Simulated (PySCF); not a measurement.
## NMR shielding calculation of C5H8O2Si

The run: NMR shielding calculation of C5H8O2Si. Method and program: GIAO PBE0/ANO-RCC-VDZP NMR shielding, non-relativistic, gas phase (PySCF 2.14.0).

Some settings of this run were made unusual or wrong on purpose. The geometry comes from this level: GFN2-xTB, altered. Figures and captions count atoms from 1; the log counts them from 0 in places.

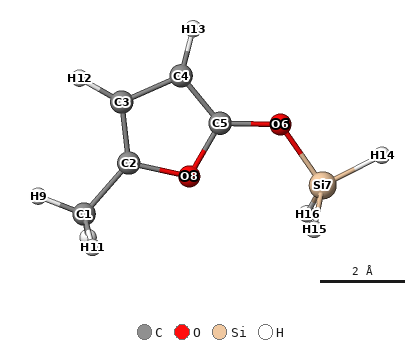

Fig. 1: The input geometry (ball-and-stick view, seen on its broad side; atoms are numbered from 1 in the order of the input). Bond lengths as drawn: C–C 1.49 to 1.63 Å, C–H 1.18 to 1.20 Å, C–O 1.46 to 1.50 Å, H–Si 1.60 to 1.61 Å and O–Si 1.81 Å.

**Input file**
```
{"job": {"kind": "nmr", "xc": "PBE0", "basis": "ANO-RCC-VDZP", "pop": false, "scf": {"max_cycle": 66}}, "charge": 0, "multiplicity": 1}
C     -2.689929    -0.893318    -0.264802
C     -1.442438     0.152790    -0.116200
C     -1.384115     1.644287    -0.052161
C      0.123251     2.037748     0.092345
C      0.873001     0.744007     0.106656
O      2.301003     0.475055     0.218936
Si     3.080960    -1.153865     0.212722
O     -0.053506    -0.408640    -0.018339
H     -3.712972    -0.283105    -0.348115
H     -2.555796    -1.571667    -1.243492
H     -2.743079    -1.622572     0.684695
H     -2.297780     2.385913    -0.101025
H      0.581043     3.118266     0.172864
H      4.595466    -0.665438     0.369894
H      2.543166    -2.036697     1.445573
H      2.773367    -1.912923    -1.172104
```

The first line tells a small driver script what to run in PySCF; the rest is the geometry in Å.

Run on 1 CPU thread, shared host.

Launched with:
```bash
OMP_NUM_THREADS=1 python <driver script> task.json out
```

**What the program printed**
```
final grid: 133360 points
cycle   1  E = -634.4914829975  dE =  1.517e-02  |g| = 7.694e-01  |ddm| = 5.366e+00
cycle   2  E = -634.2264287419  dE =  2.651e-01  |g| = 1.398e+00  |ddm| = 1.599e+00
cycle   3  E = -634.6148554901  dE = -3.884e-01  |g| = 1.022e-01  |ddm| = 1.061e+00
cycle   4  E = -634.6158363249  dE = -9.808e-04  |g| = 8.162e-02  |ddm| = 1.992e-01
cycle   5  E = -634.6175061771  dE = -1.670e-03  |g| = 2.167e-02  |ddm| = 1.109e-01
cycle   6  E = -634.6176303474  dE = -1.242e-04  |g| = 4.685e-03  |ddm| = 2.658e-02
cycle   7  E = -634.6176337440  dE = -3.397e-06  |g| = 2.769e-03  |ddm| = 5.751e-03
cycle   8  E = -634.6176353341  dE = -1.590e-06  |g| = 4.969e-04  |ddm| = 2.732e-03
cycle   9  E = -634.6176353768  dE = -4.272e-08  |g| = 2.727e-04  |ddm| = 7.683e-04
cycle  10  E = -634.6176353945  dE = -1.773e-08  |g| = 9.142e-05  |ddm| = 3.847e-04
cycle  11  E = -634.6176353966  dE = -2.092e-09  |g| = 2.777e-05  |ddm| = 1.105e-04
cycle  12  E = -634.6176353968  dE = -1.410e-10  |g| = 1.659e-05  |ddm| = 3.376e-05
converged SCF energy = -634.6176353968

GIAO shielding tensors (ppm)
atom      isotropic    diamagn.    paramagn.     s11        s22        s33       span
  0 C      145.423     242.609     -97.186    133.720    134.708    167.840     34.119
  1 C       -3.410     254.826    -258.236    -80.354      7.145     62.978    143.331
  2 C       39.090     256.813    -217.723    -55.015     45.218    127.067    182.082
  3 C       64.696     256.152    -191.455      5.488     53.871    134.730    129.242
  4 C      -15.047     255.970    -271.017    -90.687      3.678     41.870    132.557
  5 O      161.061     385.923    -224.862     60.101    190.955    232.127    172.026
  6 Si     422.815     884.196    -461.382    389.254    392.577    486.613     97.360
  7 O      -47.536     397.546    -445.082   -141.945   -106.392    105.728    247.673
  8 H       26.447      25.032       1.415     22.760     25.927     30.656      7.895
  9 H       26.309      27.358      -1.050     22.952     24.882     31.092      8.140
 10 H       26.307      27.292      -0.985     22.984     24.815     31.122      8.139
 11 H       22.399      28.710      -6.311     21.136     21.457     24.602      3.466
 12 H       23.122      28.725      -5.603     20.992     23.368     25.004      4.012
 13 H       24.645      25.215      -0.570     21.636     23.554     28.746      7.110
 14 H       24.248      27.706      -3.458     21.718     23.129     27.897      6.179
 15 H       24.254      27.698      -3.444     21.734     23.115     27.912      6.178
```

**What the run reported**

| quantity | value |
| --- | --- |
| outcome | converged |
| total energy | −634.617635 hartree |
| HOMO | −5.70 eV |
| LUMO | −0.34 eV |
| dipole moment | 1.20 D |
| isotropic shielding, C | −15.0 to 145.4 ppm |
| isotropic shielding, O | −47.5 to 161.1 ppm |
| isotropic shielding, Si | 422.8 ppm |
| isotropic shielding, H | 22.4 to 26.4 ppm |
| wall time | 40 s |
| peak memory | 0.8 GiB |

Some settings of this run were drawn to be unusual or wrong. It converged; results that depend on the unusual settings are not reference values.
